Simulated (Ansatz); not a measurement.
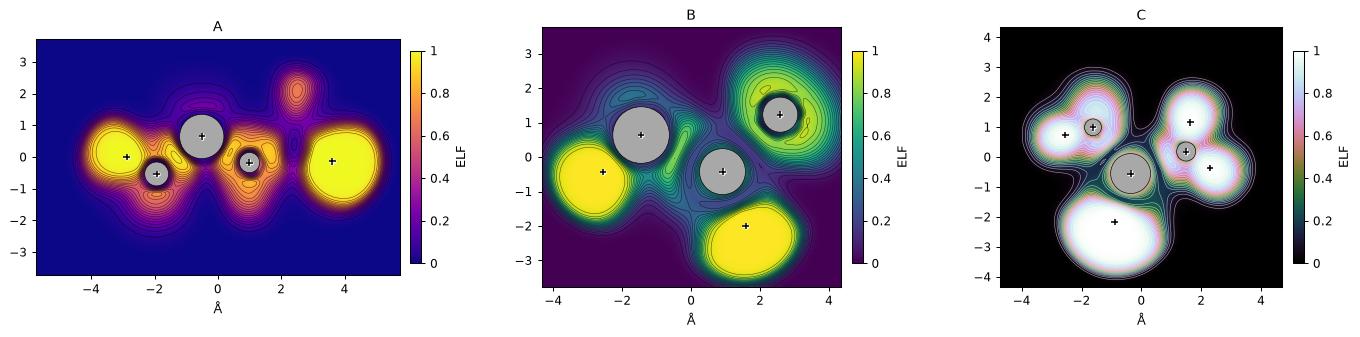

The ELF of 3 systems, each on a plane through atoms (crosses mark nuclei in the plane; grey discs cover the cores).

Theory: RKS PBE0-D4/def2-TZVPP in Ansatz.

System 1: ClGeH4In (SMILES [Cl][InH][GeH3]), the plane of atoms Cl1, In2 and Ge3. Geometry: PBE0-D4/def2-TZVP; core potentials replace the inner electrons of In.

```xyz
7

Cl   -2.6598   -1.4682   -0.1554
In   -0.3285   -1.3679    0.1455
Ge    0.5412    1.0616   -0.0741
H     0.3349   -2.9199    0.4500
H     0.1944    1.6014   -1.4704
H    -0.1456    1.9449    0.9793
H     2.0634    1.1481    0.1250
```

System 2: H4InNO (SMILES [NH2][InH][OH]), the plane of atoms O3, In2 and H6. Geometry: PBE0-D4/def2-TZVP; core potentials replace the inner electrons of In.

```xyz
7

N    -1.0988    0.4718   -0.9287
In    0.2842    0.3057    0.5100
O     1.3226   -1.3542    0.1515
H    -1.3235   -0.3546   -1.4615
H    -1.9214    1.0369   -0.7919
H     0.6786    1.3801    1.7685
H     2.0584   -1.4858    0.7521
```

System 3: CH7F2NSi2, the plane of atoms Si2, C1 and H9. Geometry: PBE0-D4/def2-TZVP.

```xyz
13

C    -0.5443   -1.7549    1.2854
Si    0.6046   -0.6980    0.2925
F     1.5320   -1.6867   -0.5640
N    -0.2539    0.3652   -0.7497
Si    0.1007    1.9982   -1.1113
F    -0.7516    3.0040   -0.2034
H    -1.1675   -1.1393    1.9380
H    -1.2021   -2.3361    0.6331
H     0.0154   -2.4586    1.9056
H     1.5138    0.1389    1.1080
H    -1.0785   -0.0158   -1.1946
H    -0.2748    2.3001   -2.5106
H     1.5265    2.2485   -0.8142
```

Match each panel to its system.

Panel A is system 3, CH7F2NSi2: the plane holds C, Si, N and H. Si–N (1.72 Å): the ELF peaks at about 0.90 between the atoms (a shared but strongly polarised pair). Panel B is system 1, ClGeH4In: the plane holds Cl, In, Ge and H. In–Cl (2.35 Å): the ELF peaks at about 0.80 in the valence shell of Cl, 0.9 Å from its nucleus, and drops to about 0.15 between the two atoms. Panel C is system 2, H4InNO: the plane holds N, In, O and H. In–O (1.99 Å): the ELF peaks at about 0.85 in the valence shell of O, 0.6 Å from its nucleus, and drops to about 0.15 between the two atoms.
